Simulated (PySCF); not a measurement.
**EPR calculation of C2H10NP2Si2**

- system: C2H10NP2Si2, multiplicity 2, SMILES CN(C)[Si]1P[SiH2]P1
- method: UKS B3LYP, pcH-1 on C H N P Si, non-relativistic, mean-field spin-orbit, GIAO (PySCF 2.14.0)

It belongs to a series of runs on one base structure; here: H removed from Si.

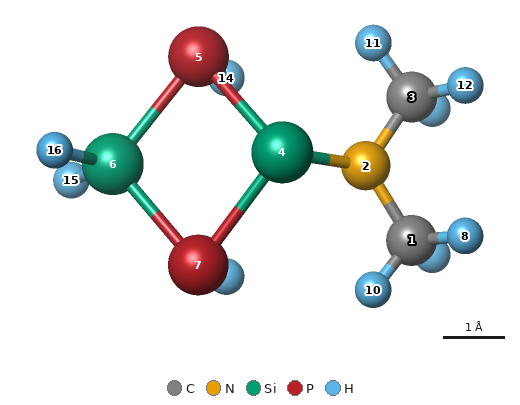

*The input geometry (ball-and-stick view, seen at a tilt; atoms are numbered from 1 in the order of the input).*

Bond lengths as drawn: C–H 1.09 to 1.10 Å, C–N 1.44 Å, H–P 1.39 Å, H–Si 1.46 Å, N–Si 1.73 Å and P–Si 2.26 to 2.33 Å.

Input file
```
{"job": {"kind": "epr", "basis": "pcH-1"}, "charge": 0, "multiplicity": 2}
C     -1.877142     1.049028     0.446457
N     -1.076217    -0.104249     0.123883
C     -1.791310    -1.101260    -0.631217
Si     0.315816    -0.521324     1.066256
P      1.740672    -1.719445    -0.334891
Si     3.078899     0.019963     0.203956
P      1.617200     1.404079     1.232323
H     -2.743839     0.774989     1.057029
H     -2.238871     1.519775    -0.471781
H     -1.273695     1.766142     0.999590
H     -1.126322    -1.933453    -0.853966
H     -2.654482    -1.480759    -0.074527
H     -2.150866    -0.670689    -1.569728
H      1.252897    -1.081530    -1.465999
H      3.729440     0.627211    -0.954889
H      4.055318    -0.435292     1.188533
H      1.135503     1.898844     0.029060
```

The first line tells a small driver script what to run in PySCF; the rest is the geometry in Å.

Hardware: 1 CPU thread, shared host.

Launch command:
```bash
OMP_NUM_THREADS=1 python <driver script> task.json out
```

Log
```
UKS, coarse grid
  cycle   1  E = -1398.67439529  |g| = 3.30e-01
  cycle   2  E = -1398.62666512  |g| = 4.36e-01
  cycle   3  E = -1398.71183547  |g| = 1.32e-01
  cycle   4  E = -1398.71900908  |g| = 4.16e-02
  cycle   5  E = -1398.71977470  |g| = 7.77e-03
  cycle   6  E = -1398.71980164  |g| = 3.85e-03
  cycle   7  E = -1398.71981164  |g| = 7.31e-04
  cycle   8  E = -1398.71981260  |g| = 3.60e-04
UKS, final grid
  cycle   1  E = -1398.71976738  |g| = 4.48e-04
  cycle   2  E = -1398.71976726  |g| = 6.50e-04
  cycle   3  E = -1398.71976752  |g| = 6.05e-05
  cycle   4  E = -1398.71976752  |g| = 2.96e-05
E = -1398.71976752 Eh   <S^2> = 0.7529 (exact 0.7500)
g shifts (ppm)      1          2          3
  rmc          -173       -173       -173
  gc             21         50         40
  oz_so         342       1862      13197
  total         190       1739      13064
hyperfine (MHz)  atom isotope    a_iso     a_fc   dipolar eigenvalues
    0   13C      -6.96      -6.96     -0.83     -0.40      1.23
    1   14N       8.03       7.99    -10.84    -10.78     21.62
    2   13C      -6.96      -6.96     -0.83     -0.40      1.23
    3  29Si    -496.19    -496.74   -109.74     54.04     55.70
    4   31P     161.22     160.91    -46.34    -41.11     87.45
    5  29Si      17.00      17.06     -0.87      0.01      0.86
    6   31P     161.14     160.84    -46.35    -41.11     87.46
    7    1H      15.13      15.13     -2.21     -1.44      3.64
    8    1H      17.38      17.38     -1.85     -1.60      3.45
    9    1H       0.39       0.38     -2.21     -1.29      3.50
   10    1H       0.38       0.38     -2.21     -1.29      3.50
   11    1H      15.11      15.11     -2.21     -1.44      3.64
   12    1H      17.39      17.39     -1.85     -1.60      3.45
   13    1H      13.20      13.14     -3.86      0.49      3.37
   14    1H      15.61      15.60     -0.65     -0.58      1.23
   15    1H       4.34       4.33     -0.96     -0.73      1.69
   16    1H      13.24      13.18     -3.86      0.49      3.37
```

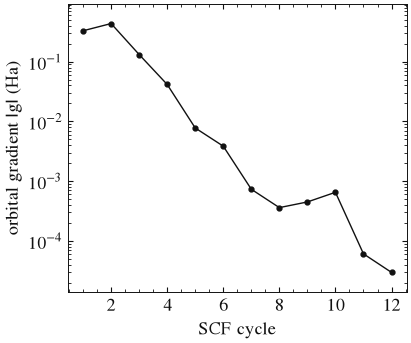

*Convergence of the self-consistent field: orbital gradient |g| against the SCF cycle.*

All cycles printed in the log are drawn one after another.

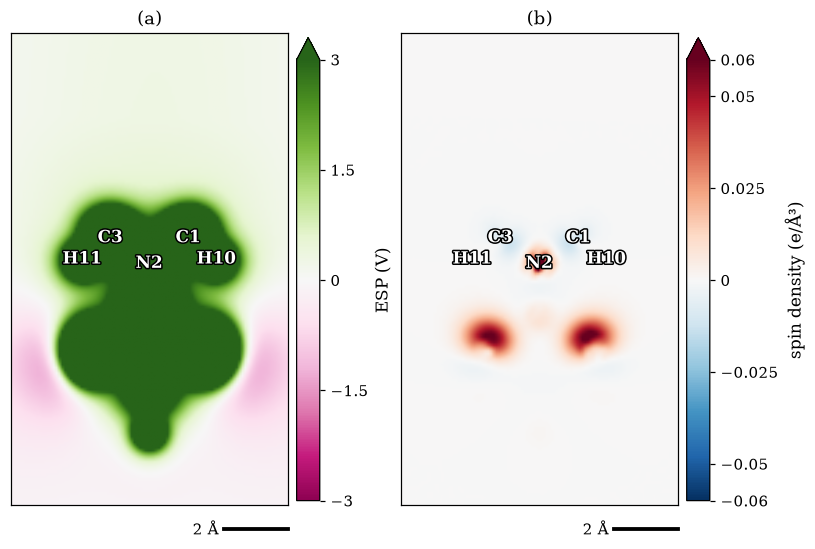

*(a) electrostatic potential; (b) spin density on the plane of atoms N2, C1 and H10.*

The section cuts through C, N and H sites. The unpaired spin (1 electron) lies mostly on Si4 (about 0.5), N2 (about 0.2), P5 (about 0.1) and P7 (about 0.1), in electrons by Hirshfeld's partition.

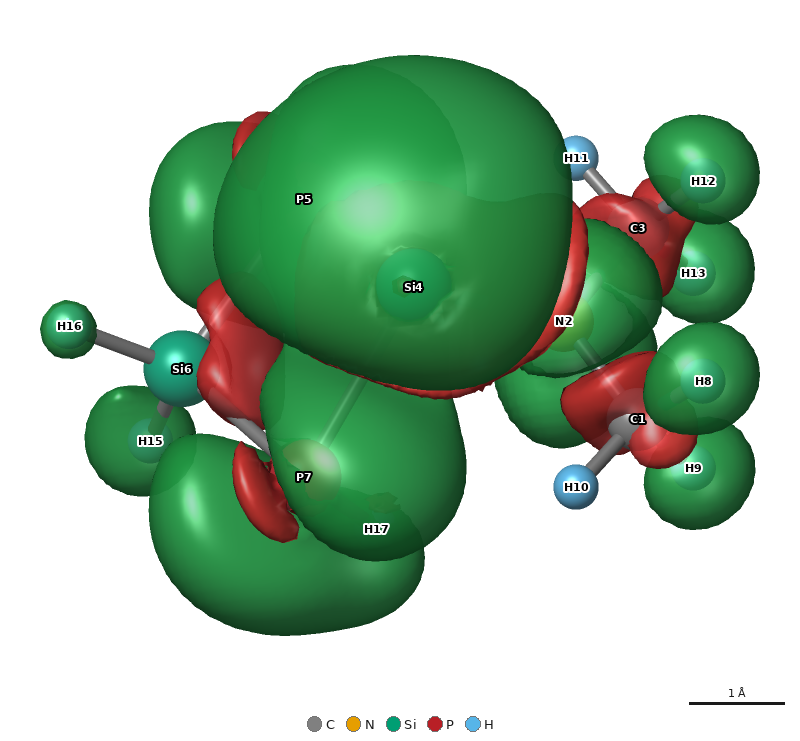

*Isosurfaces of the spin density at +0.002 (green) and −0.002 e/Å³ (red), seen at a tilt.*

The unpaired spin (1 electron) lies mostly on Si4 (about 0.5), N2 (about 0.2), P5 (about 0.1) and P7 (about 0.1), in electrons by Hirshfeld's partition.

Results in brief

| quantity | value |
| --- | --- |
| outcome | converged |
| total energy | −1398.719768 hartree |
| ⟨S²⟩ | 0.753 |
| isotropic g | 2.0073 |
| wall time | 2.4 min |
| peak memory | 1.1 GiB |
